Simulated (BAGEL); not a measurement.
# C3H3ClF (SMILES C/[C]=C(\F)Cl): UHF/STO-3G (density fitting with qzvpp-jkfit)

What is the energy change on altering one bond length of C3H3ClF at UHF/STO-3G (density fitting with qzvpp-jkfit)? 

The results are computed with BAGEL 1.2.2.

1 further run of the same task is left out (set aside as unsound or not needed). Runs told in other sessions of the task aren't counted.

## Step 1: Starting point

C3H3ClF has 8 atoms, charge 0, and is taken as a doublet. SMILES: `C/[C]=C(\F)Cl`. Geometry: relaxed at GFN2-xTB.

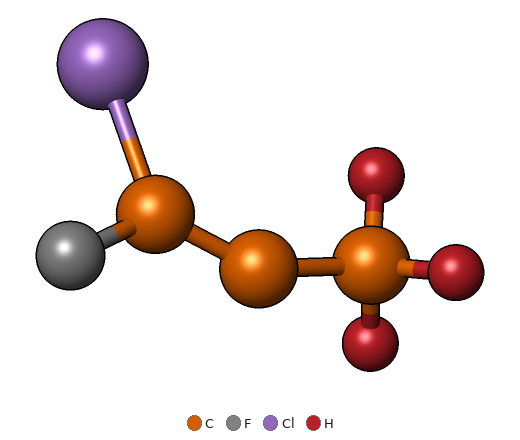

Viewed from a chosen angle; carbon orange, fluorine grey, chlorine purple, hydrogen red.

## Step 2: The energy at UHF/STO-3G (density fitting with qzvpp-jkfit)

Contents of hf.json:

```json
{ "bagel" : [

{
  "title" : "molecule",
  "basis" : "sto-3g",
  "df_basis" : "qzvpp-jkfit",
  "angstrom" : true,
  "geometry" : [
    { "atom" : "C", "xyz" : [      -0.589540,      -0.553030,       0.913460 ] },
    { "atom" : "C", "xyz" : [       0.245250,      -0.387520,      -0.250070 ] },
    { "atom" : "C", "xyz" : [       0.754480,       0.415630,      -1.105540 ] },
    { "atom" : "F", "xyz" : [       1.557290,       0.109480,      -2.123710 ] },
    { "atom" : "Cl", "xyz" : [       0.467550,       2.198770,      -1.091110 ] },
    { "atom" : "H", "xyz" : [       0.000550,      -0.921380,       1.752420 ] },
    { "atom" : "H", "xyz" : [      -1.045610,       0.400590,       1.201890 ] },
    { "atom" : "H", "xyz" : [      -1.389970,      -1.262540,       0.702670 ] }
  ]
},

{
  "title" : "uhf",
  "charge" : 0,
  "nopen" : 1
},

{
  "title" : "print",
  "file" : "orbitals.molden",
  "orbitals" : true
}

]}
```

Launch:

```sh
$ BAGEL_NUM_THREADS=1 BAGEL hf.json > hf.out
```

Log:

```text
* using 1 threads per process

  ===============================================================
  ===============================================================

  *** Geometry ***

  { "atom" : "C", "xyz" : [     -1.114069,     -1.045075,      1.726189 ] },
  { "atom" : "C", "xyz" : [      0.463455,     -0.732307,     -0.472564 ] },
  { "atom" : "C", "xyz" : [      1.425761,      0.785427,     -2.089168 ] },
  { "atom" : "F", "xyz" : [      2.942852,      0.206887,     -4.013230 ] },
  { "atom" : "Cl", "xyz" : [      0.883541,      4.155073,     -2.061899 ] },
  { "atom" : "H", "xyz" : [      0.001039,     -1.741156,      3.311594 ] },
  { "atom" : "H", "xyz" : [     -1.975917,      0.757005,      2.271243 ] },
  { "atom" : "H", "xyz" : [     -2.626663,     -2.385855,      1.327854 ] },

  Number of auxiliary basis functions:      484

  Since a DF basis is specified, we compute 2- and 3-index integrals:
    o Being stored without compression. Storage requirement is 0.004 GB

  Number of basis functions:       32
  Number of electrons      :       47

    * METHOD: MOLECULE                             0.17

  *** Open-shell HF ***

  === Nuclear Repulsion ===
   200.3919718863

      * DIIS with orbital gradients will be used.

  === UHF iteration (sto-3g) ===
      0       -666.34969394          0.03364424           0.04
      1       -666.45352077          0.01187834           0.04
      2       -666.46677619          0.00560117           0.04
      3       -666.47012166          0.00147828           0.04
      4       -666.47202881          0.00049127           0.04
      5       -666.47319203          0.00017632           0.04
      6       -666.47462643          0.00010352           0.04
      7       -666.47551483          0.00010060           0.04
      8       -666.47599638          0.00009937           0.04
      9       -666.47896547          0.00009850           0.04
     10       -666.47883356          0.00008141           0.04
     11       -666.47894737          0.00004587           0.04
     12       -666.47907091          0.00001113           0.04
     13       -666.47907795          0.00000474           0.04
     14       -666.47907990          0.00000121           0.04
     15       -666.47907992          0.00000054           0.04
     16       -666.47907993          0.00000027           0.04
     17       -666.47907993          0.00000006           0.04
     18       -666.47907993          0.00000003           0.04
     19       -666.47907993          0.00000001           0.04
    * SCF iteration converged.

    * S^2 (UHF) is 1.0288

    * Permanent dipole moment:
           (    0.286559,     0.818080,    -0.556163) a.u.

    * METHOD: UHF                                  0.90

    * METHOD: PRINT                                0.00

  ===============================================================
```

Wall time 1.2 s (1 thread of Arm Neoverse V1, shared host); peak memory 0.077 GiB.

## Step 3: The distorted shape

Contents of hf.json:

```json
{ "bagel" : [

{
  "title" : "molecule",
  "basis" : "sto-3g",
  "df_basis" : "qzvpp-jkfit",
  "angstrom" : true,
  "geometry" : [
    { "atom" : "C", "xyz" : [   -0.714768,   -0.577858,    1.088002 ] },
    { "atom" : "C", "xyz" : [    0.245250,   -0.387520,   -0.250070 ] },
    { "atom" : "C", "xyz" : [    0.754480,    0.415630,   -1.105540 ] },
    { "atom" : "F", "xyz" : [    1.557290,    0.109480,   -2.123710 ] },
    { "atom" : "Cl", "xyz" : [    0.467550,    2.198770,   -1.091110 ] },
    { "atom" : "H", "xyz" : [   -0.124678,   -0.946208,    1.926962 ] },
    { "atom" : "H", "xyz" : [   -1.170838,    0.375762,    1.376432 ] },
    { "atom" : "H", "xyz" : [   -1.515198,   -1.287368,    0.877212 ] }
  ]
},
{
  "title" : "uhf",
  "nopen" : 1
},
{
  "title" : "print",
  "file" : "orbitals.molden",
  "orbitals" : true
}

]}
```

Launch:

```sh
$ BAGEL_NUM_THREADS=1 BAGEL hf.json > hf.out
```

Log:

```text
* using 1 threads per process

  ===============================================================
  ===============================================================

  *** Geometry ***

  { "atom" : "C", "xyz" : [     -1.350716,     -1.091993,      2.056026 ] },
  { "atom" : "C", "xyz" : [      0.463455,     -0.732307,     -0.472564 ] },
  { "atom" : "C", "xyz" : [      1.425761,      0.785427,     -2.089168 ] },
  { "atom" : "F", "xyz" : [      2.942852,      0.206887,     -4.013230 ] },
  { "atom" : "Cl", "xyz" : [      0.883541,      4.155073,     -2.061899 ] },
  { "atom" : "H", "xyz" : [     -0.235607,     -1.788074,      3.641430 ] },
  { "atom" : "H", "xyz" : [     -2.212563,      0.710087,      2.601080 ] },
  { "atom" : "H", "xyz" : [     -2.863309,     -2.432773,      1.657690 ] },

  Number of auxiliary basis functions:      484

  Since a DF basis is specified, we compute 2- and 3-index integrals:
    o Being stored without compression. Storage requirement is 0.004 GB

  Number of basis functions:       32
  Number of electrons      :       47

    * METHOD: MOLECULE                             0.17

  *** Open-shell HF ***

  === Nuclear Repulsion ===
   196.0603239043

      * DIIS with orbital gradients will be used.

  === UHF iteration (sto-3g) ===
      0       -666.33454282          0.03430184           0.04
      1       -666.43883756          0.01233751           0.04
      2       -666.45263361          0.00597890           0.04
      3       -666.45631625          0.00154817           0.04
      4       -666.45844413          0.00052424           0.04
      5       -666.45976295          0.00020538           0.04
      6       -666.46141363          0.00011901           0.04
      7       -666.46240250          0.00011466           0.04
      8       -666.46316681          0.00011161           0.04
      9       -666.46617598          0.00007219           0.04
     10       -666.46607606          0.00006181           0.04
     11       -666.46627719          0.00001440           0.04
     12       -666.46627178          0.00001036           0.04
     13       -666.46627823          0.00000359           0.04
     14       -666.46627879          0.00000144           0.04
     15       -666.46627888          0.00000062           0.04
     16       -666.46627890          0.00000016           0.04
     17       -666.46627890          0.00000004           0.04
     18       -666.46627890          0.00000003           0.04
     19       -666.46627890          0.00000002           0.04
     20       -666.46627890          0.00000001           0.04
    * SCF iteration converged.

    * S^2 (UHF) is 1.0492

    * Permanent dipole moment:
           (    0.333239,     0.829046,    -0.622102) a.u.

    * METHOD: UHF                                  0.92

    * METHOD: PRINT                                0.00

  ===============================================================
```

It took 1.2 s on 1 thread of Arm Neoverse V1, shared host; peak memory 0.077 GiB.

## Step 4: Results

At UHF/STO-3G (density fitting with qzvpp-jkfit):

| quantity | value |
| --- | --- |
| first shape: total energy | -666.47908 Eh |
| first shape: dipole moment | 2.62 D |
| first shape: ⟨S²⟩ | 1.029 |
| distorted shape: total energy | -666.46628 Eh |
| distorted shape: dipole moment | 2.77 D |
| distorted shape: ⟨S²⟩ | 1.049 |
| energy change with the C1–C2 bond stretched from 1.442 to 1.658 Å | 0.348 eV |

In words: With the C1–C2 bond stretched from 1.442 to 1.658 Å the energy rises by 0.35 eV (8.0 kcal/mol). The first shape isn't relaxed at this level, so the change isn't measured from a minimum. The minimal basis adds a large error of its own. ⟨S²⟩ (first shape) is 1.03 where a pure doublet has 0.75: the reference is spin-contaminated. ⟨S²⟩ (distorted shape) is 1.05 where a pure doublet has 0.75: the reference is spin-contaminated.
